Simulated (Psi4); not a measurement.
# B3LYP/6-31G(d) (spherical functions) run of BSiH5 (boranylsilane)

Aim: the energy change on altering one bond length of BSiH5 (boranylsilane) at B3LYP/6-31G* (spherical functions), from 2 runs. 

The results are computed with Psi4 1.11.

1 further run of the same task is left out (set aside as unsound or not needed).

## (1) The structure to begin with

BSiH5: 7 atoms, total charge 0, spin state singlet. As SMILES, `B[SiH3]`. The coordinates come from a PBE0-D4/def2-TZVP relaxation.

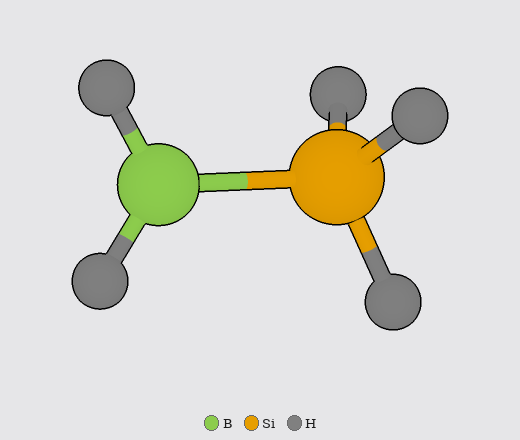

The structure, seen from a chosen angle (boron green, silicon amber, hydrogen grey).

## (2) The energy at B3LYP/6-31G(d) (spherical functions)

Input file bh5si.json:

```json
{
 "schema_name": "qcschema_input",
 "schema_version": 1,
 "molecule": {
  "schema_name": "qcschema_molecule",
  "schema_version": 2,
  "symbols": ["B", "Si", "H", "H", "H", "H", "H"],
  "geometry": [-0.08163617, -2.24688436, 0.38607105, 0.1683746, 1.48400193, -0.28062433, -2.12783162, -3.19477099, 0.54820955, 1.71284776, -3.59520395, 0.63381414, -1.16407129, 2.06622654, -2.69701713, -1.17843321, 2.86614761, 1.77558667, 2.78640117, 2.49217081, -0.45258941],
  "molecular_charge": 0,
  "molecular_multiplicity": 1,
  "fix_symmetry": "c1"
 },
 "driver": "energy",
 "model": {
  "method": "b3lyp",
  "basis": "6-31G*"
 },
 "keywords": {
  "puream": true,
  "e_convergence": 1e-09,
  "d_convergence": 1e-08,
  "scf_type": "pk",
  "dft_radial_points": 99,
  "dft_spherical_points": 590,
  "scf_properties": ["MAYER_INDICES", "DIPOLE", "QUADRUPOLE"]
 }
}
```

Run with:

```bash
$ psi4 --qcschema bh5si.json -n 1 --memory 2200MB
```

stdout:

```text
[...]
  Running in c1 symmetry.
[...]
  Nuclear repulsion =   47.564448940982651
[...]
  Multiplicity = 1
[...]
  Nalpha       = 12
  Nbeta        = 12
[...]
    Number of basis functions: 42
[...]
   @RKS iter   1:  -317.24958803884533   -5.68481e-01   5.75413e-03 DIIS/ADIIS
[...]
   @RKS iter   9:  -317.30227665762175   -8.64020e-12   6.00859e-09 DIIS
[...]
    Orbital Energies [Eh]
    ---------------------
    Doubly Occupied:
       1A    -66.097205     2A     -6.767631     3A     -5.264359
       4A     -3.622310     5A     -3.622026     6A     -3.620901
       7A     -0.557156     8A     -0.480176     9A     -0.370162
      10A     -0.349457    11A     -0.333097    12A     -0.298897
[...]
  @RKS Final Energy:  -317.30227665762175
   => Energetics <=
    Nuclear Repulsion Energy =             47.5644489409826505
    One-Electron Energy =                -531.5077704209488729
    Two-Electron Energy =                 188.2817945531151338
    DFT Exchange-Correlation Energy =     -21.6407497307706329
    Empirical Dispersion Energy =           0.0000000000000000
    VV10 Nonlocal Energy =                  0.0000000000000000
    Total Energy =                       -317.3022766576217464
[...]
 Multipole Moments:
 ------------------------------------------------------------------------------------
     Multipole            Electronic (a.u.)      Nuclear  (a.u.)        Total (a.u.)
 ------------------------------------------------------------------------------------
 L = 1.  Multiply by 2.5417464519 to convert [e a0] to [Debye]
 Dipole X            :          0.1158796           -0.1158999           -0.0000202
 Dipole Y            :         -0.8499032            0.6794414           -0.1704618
 Dipole Z            :          0.1526333           -0.1220477            0.0305856
 Magnitude           :                                                    0.1731840
 L = 2.  Multiply by 1.3450342976 to convert [e a0^2] to [Debye ang]
 Quadrupole XX       :        -35.7867632           18.2370790          -17.5496842
 Quadrupole XY       :         -5.4632948            5.3746197           -0.0886751
[...]
```

The result, in JSON:

```text
{
 "driver": "energy",
 "model": {
  "method": "b3lyp",
  "basis": "6-31G*"
 },
 "success": true,
 "return_result": -317.30227665762175,
 "properties": {
  "calcinfo_nbasis": 42,
  "calcinfo_nmo": 42,
  "calcinfo_nalpha": 12,
  "calcinfo_nbeta": 12,
  "calcinfo_natom": 7,
  "nuclear_repulsion_energy": 47.56444894098265,
  "return_energy": -317.30227665762175,
  "scf_one_electron_energy": -531.5077704209489,
  "scf_two_electron_energy": 188.28179455311513,
  "scf_xc_energy": -21.640749730770633,
  "scf_dipole_moment": [-2.0235643468147213e-05, -0.17046182060192216, 0.03058558548023521],
  "scf_total_energy": -317.30227665762175,
  "scf_iterations": 9
 }
}
```

Wall time 8.1 s (1 thread of AMD EPYC 7R43 (Zen 3), shared host); peak memory 0.68 GiB.

## (3) The distorted shape: energy and gradient at B3LYP/6-31G(d) (spherical functions)

Input file input.dat:

```
memory 2200 mb

molecule m {
  B     -0.47440629    -2.39813426     0.41186959
  Si    -0.22439553     1.33275203    -0.25482579
  H     -2.52060174    -3.34602089     0.57400809
  H      1.32007763    -3.74645385     0.65961268
  H     -1.55684142     1.91497665    -2.67121858
  H     -1.57120334     2.71489771     1.80138521
  H      2.78640117     2.49217081    -0.45258941
  units au
  symmetry c1
  no_reorient
  no_com
}

set globals {
  basis 6-31G*
  puream true
  e_convergence 1e-09
  d_convergence 1e-08
  scf_type pk
  dft_radial_points 99
  dft_spherical_points 590
}

e, wfn = gradient('b3lyp', return_wfn=True)
oeprop(wfn, 'WIBERG_LOWDIN_INDICES', 'LOWDIN_CHARGES', 'QUADRUPOLE')
print_variables()
```

Run with:

```bash
$ psi4 -i input.dat -o output.dat -n 1
```

output.dat:

```text
[...]
  Running in c1 symmetry.
[...]
  Nuclear repulsion =   46.820991848183567
[...]
  Multiplicity = 1
[...]
  Nalpha       = 12
  Nbeta        = 12
[...]
    Number of basis functions: 42
[...]
   @RKS iter   1:  -317.23791318273999   -6.07857e-01   5.74920e-03 DIIS/ADIIS
[...]
   @RKS iter   9:  -317.29039433662786   -8.86757e-12   6.87914e-09 DIIS
[...]
    Orbital Energies [Eh]
    ---------------------
    Doubly Occupied:
       1A    -66.112752     2A     -6.771547     3A     -5.276159
       4A     -3.634260     5A     -3.634117     6A     -3.632828
       7A     -0.555604     8A     -0.478969     9A     -0.367994
      10A     -0.353479    11A     -0.320041    12A     -0.300732
[...]
  @RKS Final Energy:  -317.29039433662786
   => Energetics <=
    Nuclear Repulsion Energy =             46.8209918481835672
    One-Electron Energy =                -529.9142090575722932
    Two-Electron Energy =                 187.4044580421223429
    DFT Exchange-Correlation Energy =     -21.6016351693614759
    Empirical Dispersion Energy =           0.0000000000000000
    VV10 Nonlocal Energy =                  0.0000000000000000
    Total Energy =                       -317.2903943366279123
[...]
  -Total Gradient:
     Atom            X                  Y                   Z
    ------   -----------------  -----------------  -----------------
       1       -0.001604224755     0.002827814990    -0.000505708966
       2       -0.042079967339    -0.017348165290     0.003000705834
       3        0.000077074295    -0.000078871306     0.000012152653
       4        0.000490117022     0.000153795321    -0.000027843899
       5       -0.001026526320    -0.001164093064     0.000253738564
       6       -0.001010013343    -0.001200960228     0.000131325605
       7        0.045153309042     0.016810266055    -0.002864329714
[...]
 Multipole Moments:
 ------------------------------------------------------------------------------------
     Multipole            Electronic (a.u.)      Nuclear  (a.u.)        Total (a.u.)
 ------------------------------------------------------------------------------------
 L = 1.  Multiply by 2.5417464519 to convert [e a0] to [Debye]
 Dipole X            :          6.9131031           -7.0557366           -0.1426335
 Dipole Y            :         -6.9362532            6.6974276           -0.2388256
 Dipole Z            :          1.6393700           -1.5970151            0.0423549
 Magnitude           :                                                    0.2813822
 L = 2.  Multiply by 1.3450342976 to convert [e a0^2] to [Debye ang]
 Quadrupole XX       :        -40.5263291           22.5827583          -17.9435708
 Quadrupole XY       :         -5.0416431            4.6871520           -0.3544910
[...]
```

Run time: 9 s. Hardware: 1 thread of AMD EPYC 7R43 (Zen 3), shared host; peak memory 0.68 GiB.

## (4) What came out

At B3LYP/6-31G* (spherical functions):

```
                                                          quantity          value
                                         first shape: total energy  -317.30228 Eh
                                        first shape: dipole moment         0.44 D
                                          first shape: HOMO energy       -8.13 eV
                                          first shape: LUMO energy       -2.36 eV
                                        first shape: HOMO–LUMO gap        5.77 eV
                                     distorted shape: total energy  -317.29039 Eh
                                    distorted shape: dipole moment         0.72 D
                                      distorted shape: HOMO energy       -8.18 eV
                                      distorted shape: LUMO energy       -2.44 eV
                                    distorted shape: HOMO–LUMO gap        5.74 eV
                         distorted shape: largest force on an atom     2.482 eV/Å
energy change with the Si2–H7 bond stretched from 1.487 to 1.711 Å       0.323 eV
```

In words: With the Si2–H7 bond stretched from 1.487 to 1.711 Å the energy rises by 0.32 eV (7.5 kcal/mol). The first shape isn't relaxed at this level, so the change isn't measured from a minimum.
